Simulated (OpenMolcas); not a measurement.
**Run report: PbTe, single-point calculation (part 3 of 3)**

The same run, continued: PbTe, multiplicity 3; SVWN5/def2-TZVPP, UKS (OpenMolcas 26.06). The geometry is that of the parent species in another charge or spin state. The geometry comes from this level: PBE0-D4/def2-TZVP.

Geometry of the input (Å):
```
Te -0.0000  0.0000  -0.0090
Pb 0.0000  -0.0000  2.5809
```

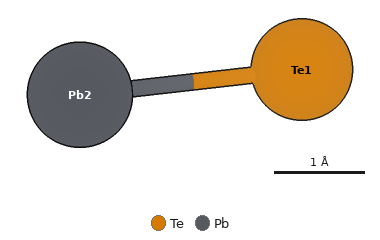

The structure as given in the input (ball-and-stick view, seen at a tilt; atoms are numbered from 1 in the order of the input). Sticks mark near contacts.

## Output, continued
```
      Basis set list:
        1 TE1    1s                 21 TE1    2pz                41 TE1    4f1-               61 PB2    2px                81 PB2    3d1+
        2 TE1    1s                 22 TE1    3d2-               42 TE1    4f1-               62 PB2    2py                82 PB2    3d1+
        3 TE1    1s                 23 TE1    3d2-               43 TE1    4f0                63 PB2    2py                83 PB2    3d1+
        4 TE1    1s                 24 TE1    3d2-               44 TE1    4f0                64 PB2    2py                84 PB2    3d2+
        5 TE1    1s                 25 TE1    3d1-               45 TE1    4f1+               65 PB2    2py                85 PB2    3d2+
        6 TE1    1s                 26 TE1    3d1-               46 TE1    4f1+               66 PB2    2py                86 PB2    3d2+
        7 TE1    2px                27 TE1    3d1-               47 TE1    4f2+               67 PB2    2pz                87 PB2    4f3-
        8 TE1    2px                28 TE1    3d0                48 TE1    4f2+               68 PB2    2pz                88 PB2    4f3-
        9 TE1    2px                29 TE1    3d0                49 TE1    4f3+               69 PB2    2pz                89 PB2    4f2-
       10 TE1    2px                30 TE1    3d0                50 TE1    4f3+               70 PB2    2pz                90 PB2    4f2-
       11 TE1    2px                31 TE1    3d1+               51 PB2    1s                 71 PB2    2pz                91 PB2    4f1-
       12 TE1    2py                32 TE1    3d1+               52 PB2    1s                 72 PB2    3d2-               92 PB2    4f1-
       13 TE1    2py                33 TE1    3d1+               53 PB2    1s                 73 PB2    3d2-               93 PB2    4f0
       14 TE1    2py                34 TE1    3d2+               54 PB2    1s                 74 PB2    3d2-               94 PB2    4f0
       15 TE1    2py                35 TE1    3d2+               55 PB2    1s                 75 PB2    3d1-               95 PB2    4f1+
       16 TE1    2py                36 TE1    3d2+               56 PB2    1s                 76 PB2    3d1-               96 PB2    4f1+
       17 TE1    2pz                37 TE1    4f3-               57 PB2    2px                77 PB2    3d1-               97 PB2    4f2+
       18 TE1    2pz                38 TE1    4f3-               58 PB2    2px                78 PB2    3d0                98 PB2    4f2+
       19 TE1    2pz                39 TE1    4f2-               59 PB2    2px                79 PB2    3d0                99 PB2    4f3+
       20 TE1    2pz                40 TE1    4f2-               60 PB2    2px                80 PB2    3d0               100 PB2    4f3+

  Index Energy  Occupation Coefficients ...

    1   -6.0267    2.0000          1 TE1    1s     ( 0.894),     2 TE1    1s     (-1.464),     3 TE1    1s     ( 0.854),

    2   -5.3135    2.0000         52 PB2    1s     (-0.944),    53 PB2    1s     ( 1.027),

    3   -4.1697    2.0000         18 TE1    2pz    ( 1.073),

    4   -4.1827    2.0000         13 TE1    2py    ( 1.083),

    5   -3.8128    2.0000          8 TE1    2px    ( 0.844),    58 PB2    2px    ( 0.703),

    6   -3.2024    2.0000         68 PB2    2pz    ( 1.110),

    7   -3.5890    2.0000          8 TE1    2px    (-0.675),    58 PB2    2px    ( 0.880),

    8   -3.1828    2.0000         63 PB2    2py    ( 1.121),

    9   -1.4988    2.0000         28 TE1    3d0    ( 0.872),

   10   -1.5052    2.0000         25 TE1    3d1-   ( 0.902),

   11   -1.1515    2.0000         34 TE1    3d2+   ( 0.607),    78 PB2    3d0    (-0.588),

   12   -1.1206    2.0000         34 TE1    3d2+   ( 0.617),    78 PB2    3d0    ( 0.638),

   13   -1.1354    2.0000         31 TE1    3d1+   ( 0.636),    81 PB2    3d1+   ( 0.643),

   14   -1.5007    2.0000         22 TE1    3d2-   ( 0.905),

   15   -1.1625    2.0000         31 TE1    3d1+   (-0.642),    81 PB2    3d1+   ( 0.621),

   16   -0.7577    2.0000         84 PB2    3d2+   (-0.854),

   17   -0.7712    2.0000         75 PB2    3d1-   ( 0.893),

   18   -0.7779    2.0000         72 PB2    3d2-   (-0.899),

   19   -0.4308    1.9999         20 TE1    2pz    (-0.306),    53 PB2    1s     ( 0.459),    55 PB2    1s     (-0.592),

   20   -0.2237    1.9999         13 TE1    2py    (-0.381),    14 TE1    2py    ( 0.336),    15 TE1    2py    ( 0.474),    16 TE1    2py    ( 0.252),

   21   -0.4394    1.9998          2 TE1    1s     (-0.456),     3 TE1    1s     ( 0.387),     5 TE1    1s     (-0.547),     6 TE1    1s     (-0.324),
                                  53 PB2    1s     ( 0.302),    55 PB2    1s     (-0.346),    56 PB2    1s     (-0.281),

   22   -0.4518    1.9998          2 TE1    1s     ( 0.497),     3 TE1    1s     (-0.419),     5 TE1    1s     ( 0.625),    53 PB2    1s     ( 0.367),
                                  55 PB2    1s     (-0.446),    56 PB2    1s     (-0.335),

   23   -0.2428    1.0000          8 TE1    2px    (-0.410),     9 TE1    2px    ( 0.338),    10 TE1    2px    ( 0.513),

   24   -0.1121    1.0000         63 PB2    2py    (-0.384),    64 PB2    2py    ( 0.301),    65 PB2    2py    ( 0.531),    66 PB2    2py    ( 0.349),

   25    0.2732    0.0002          2 TE1    1s     (-0.231),     3 TE1    1s     ( 0.348),     4 TE1    1s     (-0.249),    29 TE1    3d0    (-0.212),
                                  30 TE1    3d0    (-0.216),    34 TE1    3d2+   (-0.266),    35 TE1    3d2+   ( 0.256),    36 TE1    3d2+   ( 0.404),
                                  53 PB2    1s     (-0.316),    54 PB2    1s     ( 0.218),    69 PB2    2pz    ( 0.318),    80 PB2    3d0    ( 0.322),
                                  84 PB2    3d2+   (-0.226),    86 PB2    3d2+   ( 0.307),

   26    0.3423    0.0002          3 TE1    1s     (-0.375),     4 TE1    1s     ( 0.384),     6 TE1    1s     (-0.560),    21 TE1    2pz    (-0.423),
                                  36 TE1    3d2+   (-0.363),    53 PB2    1s     (-0.333),    54 PB2    1s     ( 0.341),    56 PB2    1s     ( 0.457),
                                  69 PB2    2pz    ( 0.292),    70 PB2    2pz    (-0.527),    80 PB2    3d0    ( 0.500),    86 PB2    3d2+   ( 0.350),

   27    0.4839    0.0001         15 TE1    2py    (-0.783),    16 TE1    2py    ( 0.877),    38 TE1    4f3-   (-0.601),    65 PB2    2py    (-0.998),
                                  66 PB2    2py    ( 0.538),

   28    0.5209    0.0001         53 PB2    1s     ( 0.638),    55 PB2    1s     (-1.006),    56 PB2    1s     ( 1.086),

   29    0.4594    0.0000         72 PB2    3d2-   (-0.717),    73 PB2    3d2-   ( 0.979),

   30    0.5152    0.0000         75 PB2    3d1-   (-0.723),    76 PB2    3d1-   ( 1.000),

   31    0.4938    0.0000         55 PB2    1s     ( 1.365),    56 PB2    1s     (-1.153),    85 PB2    3d2+   (-1.020),

   32    0.3713    0.0000         31 TE1    3d1+   (-0.494),    32 TE1    3d1+   ( 0.633),    81 PB2    3d1+   ( 0.401),    82 PB2    3d1+   (-0.459),

   33    0.6813    0.0000         22 TE1    3d2-   (-0.704),    23 TE1    3d2-   ( 1.020),

   34    0.7767    0.0000         31 TE1    3d1+   (-0.500),    32 TE1    3d1+   ( 0.801),    81 PB2    3d1+   (-0.538),    82 PB2    3d1+   ( 0.740),

   35    0.7410    0.0000          5 TE1    1s     (-1.130),     6 TE1    1s     ( 1.753),    55 PB2    1s     ( 1.269),    56 PB2    1s     (-1.686),

   36    0.6325    0.0000          5 TE1    1s     ( 1.339),     6 TE1    1s     (-1.103),    35 TE1    3d2+   ( 0.763),    55 PB2    1s     ( 0.739),

   37    0.7300    0.0000         25 TE1    3d1-   (-0.684),    26 TE1    3d1-   ( 0.993),

   38    0.8104    0.0000          5 TE1    1s     ( 1.730),     6 TE1    1s     (-2.482),    56 PB2    1s     ( 1.704),

   39    0.6197    0.0000          9 TE1    2px    ( 1.471),    10 TE1    2px    (-0.839),

   40    0.6884    0.0000         64 PB2    2py    (-1.586),    65 PB2    2py    ( 1.133),

   41    0.4635    0.0000         58 PB2    2px    (-0.660),    59 PB2    2px    ( 1.114),

   42    0.7631    0.0000          6 TE1    1s     (-0.658),    19 TE1    2pz    ( 1.112),    20 TE1    2pz    (-1.025),    70 PB2    2pz    (-0.566),

   43    1.2671    0.0000         14 TE1    2py    (-1.821),    15 TE1    2py    ( 1.854),    65 PB2    2py    ( 1.015),

   44    1.1941    0.0000         19 TE1    2pz    (-1.243),    20 TE1    2pz    ( 1.170),    69 PB2    2pz    ( 1.362),    70 PB2    2pz    (-0.790),

   45    3.3103    0.0000          3 TE1    1s     (-4.098),     4 TE1    1s     ( 4.914),     5 TE1    1s     (-3.615),     6 TE1    1s     ( 2.840),

   46    2.6689    0.0000         53 PB2    1s     ( 4.837),    54 PB2    1s     (-5.653),    55 PB2    1s     ( 3.073),

   47    0.2637    0.0000         10 TE1    2px    (-0.582),    59 PB2    2px    (-0.493),    60 PB2    2px    ( 0.875),

   48    0.4170    0.0000          6 TE1    1s     ( 2.483),    56 PB2    1s     (-1.820),    71 PB2    2pz    ( 1.297),

   49    0.3738    0.0000         70 PB2    2pz    ( 1.865),    71 PB2    2pz    (-1.284),

   50    0.2935    0.0000         60 PB2    2px    ( 1.511),    61 PB2    2px    (-1.451),

   51    0.4557    0.0000         15 TE1    2py    (-0.714),    65 PB2    2py    ( 1.326),    66 PB2    2py    (-1.381),

   52    2.2232    0.0000         20 TE1    2pz    (-1.647),    21 TE1    2pz    ( 1.849),    56 PB2    1s     (-1.405),

   53    0.6370    0.0000         23 TE1    3d2-   (-0.702),    24 TE1    3d2-   ( 0.763),    73 PB2    3d2-   (-1.058),    74 PB2    3d2-   ( 1.013),

   54    0.4321    0.0000         10 TE1    2px    ( 1.545),    11 TE1    2px    (-1.703),

   55    0.3839    0.0000         15 TE1    2py    (-1.157),    16 TE1    2py    ( 1.615),    66 PB2    2py    (-0.858),

   56    0.9533    0.0000         32 TE1    3d1+   (-1.138),    33 TE1    3d1+   ( 1.790),    83 PB2    3d1+   ( 0.907),

   57    0.7167    0.0000         11 TE1    2px    (-0.776),    82 PB2    3d1+   ( 0.994),    83 PB2    3d1+   (-1.138),

   58    0.6743    0.0000          6 TE1    1s     ( 2.915),    20 TE1    2pz    ( 1.869),    56 PB2    1s     (-2.718),    70 PB2    2pz    ( 3.423),

   59    0.7511    0.0000         59 PB2    2px    ( 1.523),    60 PB2    2px    (-1.742),

   60    1.0164    0.0000          6 TE1    1s     ( 5.485),    20 TE1    2pz    ( 3.226),    56 PB2    1s     (-4.883),    70 PB2    2pz    ( 4.059),

   61    0.7138    0.0000          9 TE1    2px    (-1.089),    10 TE1    2px    ( 1.606),    82 PB2    3d1+   (-0.830),    83 PB2    3d1+   ( 1.070),

   62    0.5927    0.0000         11 TE1    2px    (-0.293),    46 TE1    4f1+   (-0.331),    50 TE1    4f3+   (-0.551),    82 PB2    3d1+   ( 0.300),
                                  83 PB2    3d1+   (-0.499),    96 PB2    4f1+   (-0.471),

   63    0.7285    0.0000          9 TE1    2px    (-0.506),    10 TE1    2px    ( 0.896),    11 TE1    2px    (-0.594),    16 TE1    2py    (-0.562),
                                  42 TE1    4f1-   ( 0.505),    65 PB2    2py    (-0.512),    88 PB2    4f3-   ( 0.474),    92 PB2    4f1-   (-0.480),

   64    0.7357    0.0000         23 TE1    3d2-   ( 0.823),    24 TE1    3d2-   (-1.064),    73 PB2    3d2-   (-0.971),    74 PB2    3d2-   ( 1.128),

   65   38.3007    0.0000         12 TE1    2py    ( 1.226),    13 TE1    2py    ( 0.652),

   66   38.4933    0.0000         17 TE1    2pz    ( 1.232),    18 TE1    2pz    ( 0.688),    20 TE1    2pz    ( 0.683),

   67    0.7693    0.0000          9 TE1    2px    (-1.134),    10 TE1    2px    ( 0.999),    11 TE1    2px    (-0.616),    46 TE1    4f1+   (-0.571),
                                  82 PB2    3d1+   ( 0.716),    83 PB2    3d1+   (-0.838),

   68    1.7168    0.0000          6 TE1    1s     ( 1.796),    55 PB2    1s     ( 0.965),    56 PB2    1s     (-1.900),

   69    1.8169    0.0000          3 TE1    1s     (-1.902),     4 TE1    1s     ( 1.822),     6 TE1    1s     ( 1.739),    19 TE1    2pz    (-1.771),
                                  20 TE1    2pz    ( 2.764),    56 PB2    1s     (-1.468),    70 PB2    2pz    ( 1.820),

   70    0.7538    0.0000          6 TE1    1s     ( 6.374),    20 TE1    2pz    ( 3.329),    56 PB2    1s     (-5.001),    70 PB2    2pz    ( 4.197),

   71    0.7501    0.0000         21 TE1    2pz    ( 1.196),    30 TE1    3d0    ( 1.116),    70 PB2    2pz    ( 1.828),    71 PB2    2pz    (-1.111),
                                  79 PB2    3d0    (-1.050),    80 PB2    3d0    ( 1.100),

   72    0.7326    0.0000          6 TE1    1s     (-1.732),    20 TE1    2pz    (-2.481),    56 PB2    1s     ( 2.098),    70 PB2    2pz    (-1.789),
                                  80 PB2    3d0    ( 1.413),

   73    2.0224    0.0000          5 TE1    1s     (-0.675),     6 TE1    1s     ( 0.626),    30 TE1    3d0    ( 0.377),    47 TE1    4f2+   ( 0.739),
                                  48 TE1    4f2+   (-0.738),    69 PB2    2pz    ( 0.632),    70 PB2    2pz    (-0.554),

   74    0.5907    0.0000         90 PB2    4f2-   ( 0.904),

   75    1.7753    0.0000         99 PB2    4f3+   (-0.977),   100 PB2    4f3+   ( 0.806),

   76    2.6996    0.0000         49 TE1    4f3+   ( 1.001),    50 TE1    4f3+   (-0.524),

   77    2.0637    0.0000         95 PB2    4f1+   ( 1.092),    96 PB2    4f1+   (-0.851),

   78    2.8288    0.0000         45 TE1    4f1+   ( 0.990),    46 TE1    4f1+   (-0.672),

   79    0.7672    0.0000         40 TE1    4f2-   (-0.926),

   80    1.9055    0.0000         87 PB2    4f3-   ( 1.060),    88 PB2    4f3-   (-0.702),

   81    2.0537    0.0000         65 PB2    2py    ( 0.606),    91 PB2    4f1-   (-1.079),    92 PB2    4f1-   ( 0.855),

   82    1.9910    0.0000         89 PB2    4f2-   ( 1.101),    90 PB2    4f2-   (-0.657),

   83    2.7571    0.0000         39 TE1    4f2-   ( 1.019),

--

++    Molecular properties:
      ---------------------

      Charge (e):
                      =   -0.0000
      Dipole Moment (debye):
      Origin of the operator (angstrom)=    0.0000    0.0000    1.5852
                   X=  8.1726E-16               Y= -1.3298E-15               Z=  1.0510E-01           Total=  1.0510E-01
      Quadrupole Moment (debye*angstrom):
      Origin of the operator (angstrom)=    0.0000    0.0000    1.5852
                  XX= -6.0482E+01              XY= -2.6962E-04              XZ= -2.4747E-15              YY= -4.8874E+01
                  YZ= -5.4878E-15              ZZ= -5.5110E+01
      In traceless form (debye*angstrom)
                  XX= -8.4898E+00              XY= -4.0444E-04              XZ= -3.7121E-15              YY=  8.9215E+00
                  YZ= -8.2317E-15              ZZ= -4.3166E-01
--

--- Stop Module: scf /rc=_RC_ALL_IS_WELL_ ---
--- Module scf spent 16 seconds ---

.##################.
.# Happy landing! #.
.##################.

    Timing: Wall=19.12 User=15.63 System=3.48
```

## Results in brief

- outcome: converged
- total energy: −460.243089 hartree
- basis functions: 100
- ⟨S²⟩: 2.001
- dipole moment: 0.11 debye
- wall time: 20 s
- peak memory: 0.56 GiB
